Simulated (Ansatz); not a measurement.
**Geometry relaxation, with input and output: CH₃FNSi (charge −1)**

- system: CH₃FNSi, charge −1, SMILES N=C[SiH-]F
- method: RKS B3LYP-D4/STO-3G (Ansatz 0.2.0)

It belongs to a series of runs on one base structure; here: end point B relaxed. Figures and captions count atoms from 1; the log counts them from 0 in places.

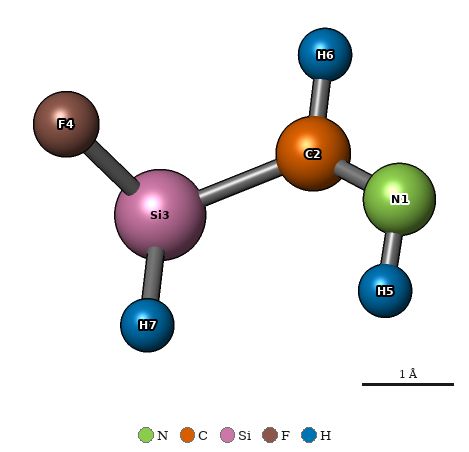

*The input geometry (ball-and-stick view, seen at a tilt; atoms are numbered from 1 in the order of the input).*

Bond lengths as drawn: C–H 1.10 Å, C–N 1.30 Å, C–Si 1.84 Å, F–Si 1.70 Å, H–N 1.03 Å and H–Si 1.49 Å.

Input
```yaml
crystal:
  periodic: [false, false, false]
  atoms:
    - { symbol: "N", position_ang: [0.82918, 0.76958, -1.32281] }
    - { symbol: C, position_ang: [-0.0623, 0.62308, -0.38674] }
    - { symbol: Si, position_ang: [0.01773, -0.46587, 1.09151] }
    - { symbol: F, position_ang: [0.30667, 0.59191, 2.39698] }
    - { symbol: H, position_ang: [1.46037, -0.04324, -1.3463] }
    - { symbol: H, position_ang: [-0.72096, 1.50467, -0.31931] }
    - { symbol: H, position_ang: [1.36456, -1.10535, 1.09474] }
total_charge: -1
basis:
  gaussian: { orbitals: STO-3G }
hamiltonian:
  xc: b3lyp
  dispersion: d4
relax:
  f_tol: 0.015
  max_steps: 40
```

Launched with:
```bash
ansatz run input.yaml --threads 1 --pin off --max-ram 2048MiB --backend cpu --events-out ev --progress --plain --runs-dir out
```

Log
```
The last accepted step is kept in [file] (removed where the run ends without a failure and the disk answers)
Engine: ansatz 0.2.0, x86_64-unknown-linux-gnu
Functional definition: B3LYP
  parameter a0 = 0.2
  parameter ax = 0.72
  parameter ac = 0.81
  exchange = (1 - a0 - ax)*slater_x + ax*b88_x + a0*exact_x
  correlation = (1 - ac)*vwn_rpa_c + ac*lyp_c
382 factors; integrals over basis functions are off by at most 6.2e-6 eV
mean field evaluation 1: about -12999.7935 eV, gradient 1.9e1 eV
mean field evaluation 2: about -12998.1005 eV, gradient 3.2e1 eV
mean field evaluation 4: about -13000.9841 eV, gradient 1.9e0 eV
mean field evaluation 8: about -13000.9748 eV, gradient 2.9e-2 eV
mean field -13000.97483771 eV, -477.7770129085 hartree, gradient 2.8e-5 eV, S^2 0.000000; 0 other end points of the search recorded, 0 dependent functions left out
the calculation of the forces begins
reference -13000.97498421 eV, -477.7770182925 hartree; 20, 20 occupied and 7, 7 virtual orbitals, 382 factors
relax step   1: F+E_penalty+E_count = -13001.22595232 eV  Δ(F+E_penalty+E_count) = +0.000e0 eV  max|allowed force component| = 4.075e0 eV/Å  Δτ_max = 0.0000 Å  (23 SCF iters, accepted)
these checks for a lower state are left out or cut short: starts, cluster_reference, orbital_swaps, neighbouring_geometries, increment
382 factors; integrals over basis functions are off by at most 1.6e-5 eV
mean field evaluation 16: about -13001.8713 eV, gradient 9.5e-1 eV
mean field -13001.84246602 eV, -477.8088976610 hartree, gradient 1.2e-5 eV, S^2 0.000000; 0 other end points of the search recorded, 0 dependent functions left out
[... from here on the field's lines of each further geometry are left out, up to the last ...]
relax step   2: F+E_penalty+E_count = -13002.09094808 eV  Δ(F+E_penalty+E_count) = -8.650e-1 eV  max|allowed force component| = 2.282e0 eV/Å  Δτ_max = 0.1988 Å  (33 SCF iters, accepted)
relax step   3: F+E_penalty+E_count = -13002.17724372 eV  Δ(F+E_penalty+E_count) = -8.630e-2 eV  max|allowed force component| = 6.832e-1 eV/Å  Δτ_max = 0.1262 Å  (28 SCF iters, accepted)
relax step   4: F+E_penalty+E_count = -13002.18140035 eV  Δ(F+E_penalty+E_count) = -4.157e-3 eV  max|allowed force component| = 4.768e-1 eV/Å  Δτ_max = 0.0943 Å  (26 SCF iters, accepted)
relax step   5: F+E_penalty+E_count = -13002.20606076 eV  Δ(F+E_penalty+E_count) = -2.466e-2 eV  max|allowed force component| = 2.066e-1 eV/Å  Δτ_max = 0.0805 Å  (28 SCF iters, accepted)
relax step   6: F+E_penalty+E_count = -13002.21162872 eV  Δ(F+E_penalty+E_count) = -5.568e-3 eV  max|allowed force component| = 1.207e-1 eV/Å  Δτ_max = 0.0475 Å  (27 SCF iters, accepted)
relax step   7: F+E_penalty+E_count = -13002.21479127 eV  Δ(F+E_penalty+E_count) = -3.163e-3 eV  max|allowed force component| = 5.870e-2 eV/Å  Δτ_max = 0.0548 Å  (27 SCF iters, accepted)
relax step   8: F+E_penalty+E_count = -13002.21024200 eV  Δ(F+E_penalty+E_count) = +4.549e-3 eV  max|allowed force component| = 2.420e-1 eV/Å  Δτ_max = 0.0473 Å  (28 SCF iters, rejected (line search))
relax step   9: F+E_penalty+E_count = -13002.21554941 eV  Δ(F+E_penalty+E_count) = -7.581e-4 eV  max|allowed force component| = 2.260e-2 eV/Å  Δτ_max = 0.0230 Å  (28 SCF iters, accepted)
relax step  10: F+E_penalty+E_count = -13002.21559757 eV  Δ(F+E_penalty+E_count) = -4.816e-5 eV  max|allowed force component| = 2.602e-2 eV/Å  Δτ_max = 0.0115 Å  (27 SCF iters, accepted)
relax step  11: F+E_penalty+E_count = -13002.21557224 eV  Δ(F+E_penalty+E_count) = +2.533e-5 eV  max|allowed force component| = 2.047e-2 eV/Å  Δτ_max = 0.0040 Å  (21 SCF iters, rejected (line search))
the calculation of the forces begins
reference -13001.96920844 eV, -477.8135553589 hartree; 20, 20 occupied and 7, 7 virtual orbitals, 383 factors
relax step  12: F+E_penalty+E_count = -13002.21563623 eV  Δ(F+E_penalty+E_count) = -3.866e-5 eV  max|allowed force component| = 3.702e-3 eV/Å  Δτ_max = 0.0020 Å  (21 SCF iters, accepted)
383 factors; integrals over basis functions are off by at most 1.6e-5 eV
mean field evaluation 96: about -13001.9949 eV, gradient 1.1e0 eV
```

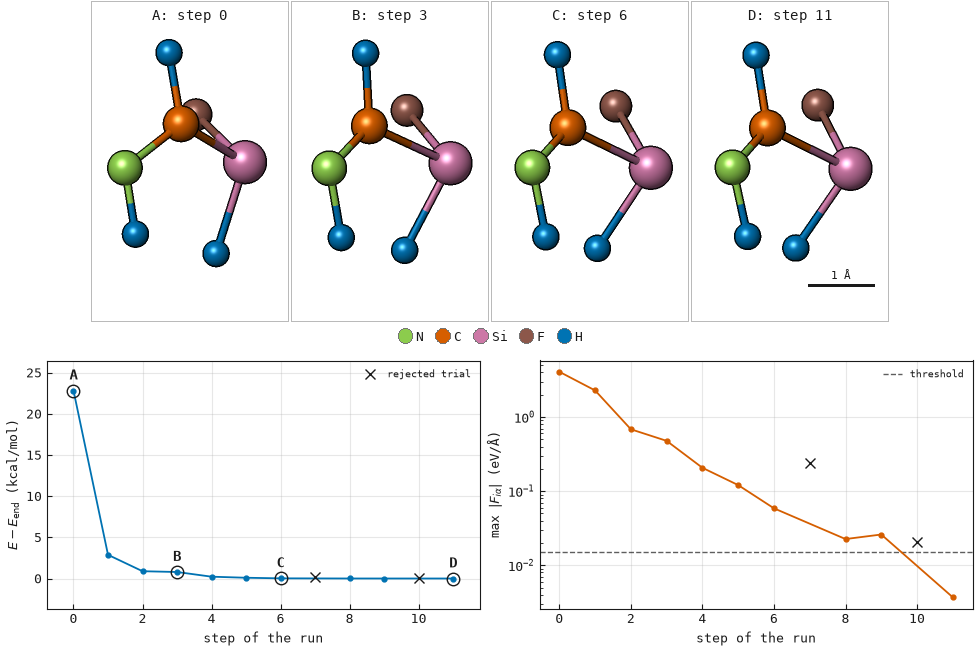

*Frames of the relaxation (ball-and-stick view, seen at an oblique angle) above the curves, on which the letters mark them (the first geometry is step 0 here and step 1 in the log).*

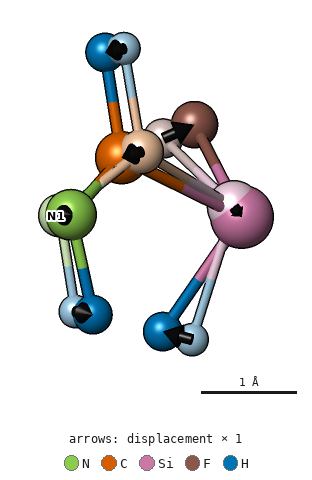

*Start (faint) and end (solid) with the displacements as black arrows, at true length (ball-and-stick view, seen at an oblique angle). The two geometries are laid on each other by the best rigid fit.*

The energy falls by 22.8 kcal/mol in 11 geometry steps. Largest force component: 4.1 eV/Å at the start, 0.0037 eV/Å at the end. The line search rejected the trial steps at points 7, 10 (counted from 0) and went back. The atom that moves furthest after the best rigid fit is F4 (0.36 Å). By element the largest moves are F 0.36 Å, H 0.33 Å, C 0.26 Å, N 0.24 Å, Si 0.13 Å. Among the contacts that change: C2–Si3 1.838 → 1.928 Å, N1–H5 1.029 → 1.087 Å, N1–C2 1.301 → 1.340 Å, C2–H6 1.103 → 1.123 Å. Among the angles that change: C2–Si3–H7 107.2° → 93.3°, C2–N1–H5 110.3° → 104.1°, C2–Si3–F4 104.8° → 98.6°. (Atoms are counted from 1 in the order of the input.)

```
mean field -13001.96906160 eV, -477.8135499628 hartree, gradient 1.3e-5 eV, S^2 0.000000; 1 other end points of the search recorded, 0 dependent functions left out
the calculation of the forces begins
reference -13001.96920844 eV, -477.8135553589 hartree; 20, 20 occupied and 7, 7 virtual orbitals, 383 factors
Total energy: -13002.21578306 eV, -477.8226168092 hartree
Atom 0 at     0.696148     0.682778    -1.510573 Å, force    -0.000231    -0.000171    -0.001241 eV/Å
Atom 1 at     0.153449     0.729586    -0.286475 Å, force    -0.000939     0.003702     0.002957 eV/Å
Atom 2 at     0.040818    -0.594019     1.110383 Å, force    -0.001436    -0.001864    -0.001048 eV/Å
Atom 3 at    -0.019562     0.460699     2.458452 Å, force     0.002004    -0.000214    -0.002778 eV/Å
Atom 4 at     1.320900    -0.206748    -1.489761 Å, force     0.000536    -0.000783     0.000382 eV/Å
Atom 5 at    -0.530485     1.617869    -0.213426 Å, force     0.001279    -0.002696     0.000611 eV/Å
Atom 6 at     1.533982    -0.815384     1.139470 Å, force    -0.001213     0.002025     0.001118 eV/Å
Dipole moment:    -0.116364    -0.044936     0.283181 e Å
```

Trajectory as extended XYZ (Å, eV, eV/Å), 12 frames, from step=1 to step=12
```
7
Properties=species:S:1:pos:R:3:forces:R:3 step=1 energy=-13001.22595
N     0.8292    0.7696   -1.3228   -0.5847   2.2210  -4.0754
C    -0.0623    0.6231   -0.3867    1.6848   0.8953   2.8951
Si    0.0177   -0.4659    1.0915   -2.4799  -2.8522   1.6177
F     0.3067    0.5919    2.3970    0.1005   0.6815  -0.1048
H     1.4604   -0.0432   -1.3463    1.4109  -1.7920   0.7212
H    -0.7210    1.5047   -0.3193   -0.7000   0.1969  -0.2638
H     1.3646   -1.1054    1.0947    0.5686   0.6495  -0.7900
7
Properties=species:S:1:pos:R:3:forces:R:3 step=2 energy=-13002.09095
N     0.7771    0.7330   -1.4357   -1.1764   0.2796   1.1676
C     0.0679    0.7112   -0.2651    0.5404   0.4817  -2.2820
Si   -0.0679   -0.5456    1.1456    0.3617  -0.1528   0.6109
F     0.3043    0.5888    2.3814   -0.2590  -0.1077   0.3560
H     1.5048   -0.0518   -1.3208    0.2612  -0.3177   0.1883
H    -0.7544    1.4933   -0.3368    0.4558  -0.2517   0.1856
H     1.3635   -1.0541    1.0395   -0.1837   0.0686  -0.2264
7
Properties=species:S:1:pos:R:3:forces:R:3 step=3 energy=-13002.17724
N     0.7399    0.6968   -1.4710   -0.2881   0.1281   0.5473
C     0.0880    0.7143   -0.2887    0.1920   0.3429  -0.6832
Si   -0.0393   -0.5389    1.1546    0.1372  -0.0066   0.2329
F     0.2142    0.5555    2.4632   -0.0254  -0.2365  -0.1796
H     1.4882   -0.0772   -1.3470   -0.0236  -0.2178  -0.0021
H    -0.6944    1.5262   -0.3177    0.0878  -0.1567   0.0122
H     1.3987   -1.0018    1.0146   -0.0800   0.1466   0.0724
7
Properties=species:S:1:pos:R:3:forces:R:3 step=4 energy=-13002.18140
N     0.7566    0.7144   -1.4657    0.0224  -0.4768  -0.1456
C     0.1085    0.7329   -0.2951   -0.1627   0.1014   0.1739
Si   -0.0175   -0.5376    1.1462   -0.0293  -0.0510   0.1351
F     0.1611    0.5183    2.5018    0.0392  -0.1942  -0.3938
H     1.4300   -0.1438   -1.3798   -0.0035   0.3351   0.0447
H    -0.6765    1.5358   -0.3189    0.1453   0.1616   0.0694
H     1.4332   -0.9452    1.0196   -0.0114   0.1238   0.1163
7
Properties=species:S:1:pos:R:3:forces:R:3 step=5 energy=-13002.20606
N     0.7248    0.6969   -1.4893    0.0452  -0.0936  -0.0254
C     0.1168    0.7325   -0.2973    0.0603  -0.1758   0.2066
Si   -0.0004   -0.5696    1.1277   -0.0205   0.1689   0.0931
F     0.1077    0.5098    2.4633   -0.0373  -0.1403  -0.1307
H     1.4038   -0.1516   -1.4089   -0.0637   0.0860  -0.0430
H    -0.6258    1.5714   -0.2674   -0.0064   0.0940  -0.0630
H     1.4685   -0.9146    1.0800    0.0224   0.0608  -0.0376
7
Properties=species:S:1:pos:R:3:forces:R:3 step=6 energy=-13002.21163
N     0.7110    0.6898   -1.5014   -0.0152  -0.0008   0.0722
C     0.1326    0.7329   -0.2922    0.0372  -0.1021   0.0188
Si    0.0120   -0.5768    1.1239    0.0113   0.1207   0.0393
F     0.0645    0.4905    2.4676   -0.0321  -0.0732  -0.0750
H     1.3794   -0.1666   -1.4451   -0.0374   0.0071  -0.0002
H    -0.5941    1.5882   -0.2519    0.0208   0.0212  -0.0211
H     1.4898   -0.8831    1.1073    0.0154   0.0271  -0.0338
7
Properties=species:S:1:pos:R:3:forces:R:3 step=7 energy=-13002.21479
N     0.7017    0.6833   -1.5060    0.0026   0.0208   0.0148
C     0.1442    0.7288   -0.2881   -0.0055   0.0270  -0.0107
Si    0.0262   -0.5869    1.1172    0.0587   0.0264   0.0174
F     0.0140    0.4705    2.4663   -0.0174  -0.0180  -0.0390
H     1.3476   -0.1914   -1.4754   -0.0443  -0.0028   0.0314
H    -0.5547    1.6085   -0.2294    0.0304  -0.0477  -0.0102
H     1.5162   -0.8379    1.1234   -0.0245  -0.0057  -0.0038
7
Properties=species:S:1:pos:R:3:forces:R:3 step=8 energy=-13002.21024 accepted=F
N     0.7073    0.6935   -1.5100   -0.0457  -0.2420   0.0862
C     0.1537    0.7324   -0.2905   -0.1359   0.1841   0.0565
Si    0.0449   -0.5923    1.1065   -0.0744  -0.0372  -0.0083
F    -0.0133    0.4572    2.4589    0.0045   0.0111  -0.0209
H     1.3056   -0.2122   -1.4692    0.1789   0.0427  -0.1636
H    -0.5391    1.6155   -0.2247    0.0524   0.0142   0.0710
H     1.5361   -0.8194    1.1370    0.0202   0.0272  -0.0208
7
Properties=species:S:1:pos:R:3:forces:R:3 step=9 energy=-13002.21555
N     0.6990    0.6836   -1.5082    0.0005  -0.0133   0.0092
C     0.1502    0.7300   -0.2867   -0.0145   0.0219  -0.0095
Si    0.0359   -0.5912    1.1125    0.0226  -0.0103  -0.0118
F    -0.0072    0.4638    2.4605   -0.0032   0.0072   0.0060
H     1.3289   -0.2021   -1.4817    0.0020   0.0012  -0.0037
H    -0.5399    1.6145   -0.2206    0.0102  -0.0099   0.0091
H     1.5285   -0.8238    1.1323   -0.0175   0.0031   0.0007
7
Properties=species:S:1:pos:R:3:forces:R:3 step=10 energy=-13002.21560
N     0.6967    0.6830   -1.5102    0.0004  -0.0129   0.0110
C     0.1527    0.7299   -0.2865   -0.0032   0.0169  -0.0106
Si    0.0404   -0.5941    1.1099    0.0105   0.0142   0.0260
F    -0.0184    0.4610    2.4591    0.0026  -0.0190  -0.0260
H     1.3213   -0.2068   -1.4878   -0.0006   0.0073  -0.0047
H    -0.5318    1.6182   -0.2148    0.0080  -0.0128   0.0053
H     1.5343   -0.8165    1.1384   -0.0178   0.0062  -0.0009
7
Properties=species:S:1:pos:R:3:forces:R:3 step=11 energy=-13002.21557 accepted=F
N     0.6949    0.6813   -1.5110    0.0134   0.0205  -0.0024
C     0.1541    0.7297   -0.2863   -0.0125  -0.0139   0.0128
Si    0.0401   -0.5940    1.1101    0.0121   0.0058  -0.0022
F    -0.0198    0.4612    2.4577    0.0015  -0.0022   0.0015
H     1.3224   -0.2063   -1.4888   -0.0106  -0.0087  -0.0027
H    -0.5299    1.6175   -0.2114   -0.0037   0.0042  -0.0149
H     1.5334   -0.8145    1.1378   -0.0003  -0.0057   0.0080
7
Properties=species:S:1:pos:R:3:forces:R:3 step=12 energy=-13002.21564
N     0.6961    0.6828   -1.5106   -0.0002  -0.0002  -0.0012
C     0.1534    0.7296   -0.2865   -0.0009   0.0037   0.0030
Si    0.0408   -0.5940    1.1104   -0.0014  -0.0019  -0.0010
F    -0.0196    0.4607    2.4585    0.0020  -0.0002  -0.0028
H     1.3209   -0.2067   -1.4898    0.0005  -0.0008   0.0004
H    -0.5305    1.6179   -0.2134    0.0013  -0.0027   0.0006
H     1.5340   -0.8154    1.1395   -0.0012   0.0020   0.0011
```

Key numbers

```json
{"quantity": "outcome", "value": "converged"}
{"quantity": "total energy", "value": "−13002.2158 eV"}
{"quantity": "mean-field energy", "value": "−13001.9692 eV"}
{"quantity": "largest force (length of the vector) at the end", "value": "0.005 eV/Å"}
{"quantity": "hardware", "value": "1 thread of Intel Xeon @ 2.70GHz, 189 GiB of memory available, shared host"}
{"quantity": "wall time", "value": "23 s"}
{"quantity": "peak memory", "value": "0.15 GiB"}
```
